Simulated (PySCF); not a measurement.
CH9FGe2N2

The calculation's input:

```
{"job": {"kind": "uv", "xc": "CAM-B3LYP", "basis": "def2-SVPD", "nstates": 8, "ntriplets": 3}, "charge": 0, "multiplicity": 1}
C     -2.925222    -0.387890     0.182098
N     -1.611704     0.220941     0.323479
Ge    -0.096114    -0.683916    -0.102683
Ge     1.750100     0.786138     0.316845
N      3.303288     0.088550    -0.301638
F      1.647095     2.222458    -0.723666
H     -3.273602    -0.431186    -0.854891
H     -3.655009     0.169580     0.771166
H     -2.872179    -1.406518     0.565297
H     -1.630607     1.187816     0.023165
H     -0.072864    -1.295404    -1.505246
H     -0.120450    -1.886032     0.820652
H      1.860119     1.542462     1.651493
H      3.586642    -0.819988     0.031330
H      4.106091     0.700978    -0.327874
```

Run with:

```sh
OMP_NUM_THREADS=1 python probes_run.py task.json out
```

Geometry: GFN2-xTB.

The calculation used PySCF, CAM-B3LYP/def2-SVPD, SCF density, gas phase.

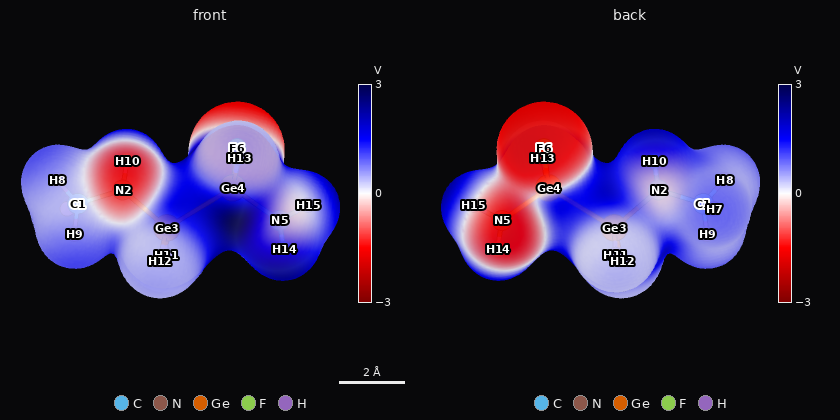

Figure 1. The electrostatic potential painted on the density surface at 0.004 e/bohr³, seen from the front and from behind; red is negative and blue positive.

Question: Which sites attract a positive test charge, and which a negative one?

Answer: A positive charge is drawn to the negative regions and a negative charge to the positive ones. The most negative region (about −1.8 V) lies over F6, the most positive (about +2.7 V) over Ge4.

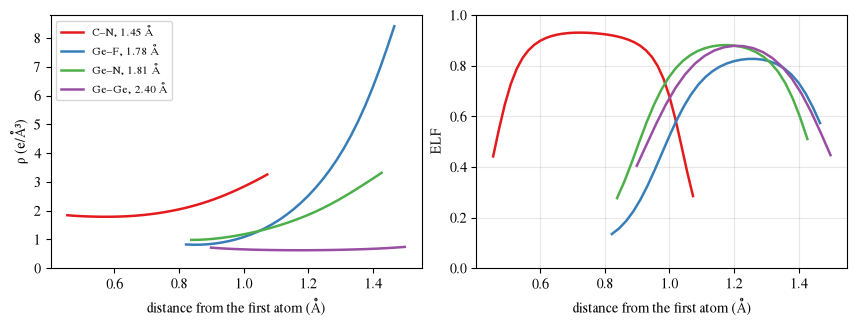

Figure 2. Total electron density and ELF along straight lines between neighbouring atoms. The curves leave out the atomic cores.

Question: Compare the contacts.

Answer: C–N (1.45 Å): ρ is about 1.9 e/Å³ halfway; the ELF peaks at about 0.95 between the atoms (a covalent bond).
Ge–F (1.78 Å): the density is about 0.83 e/Å³ at the midpoint; the ELF peaks at about 0.85 in the valence shell of F, 0.5 Å from its nucleus, and is about 0.20 at the midpoint.
Ge–N (1.81 Å): ρ at the midpoint is about 1 e/Å³; the ELF peaks at about 0.90 in the valence shell of N, 0.6 Å from its nucleus, and is about 0.50 at the midpoint.
Ge–Ge (2.40 Å): ρ is about 0.62 e/Å³ halfway; the ELF peaks at about 0.90 between the atoms: a shared electron pair.
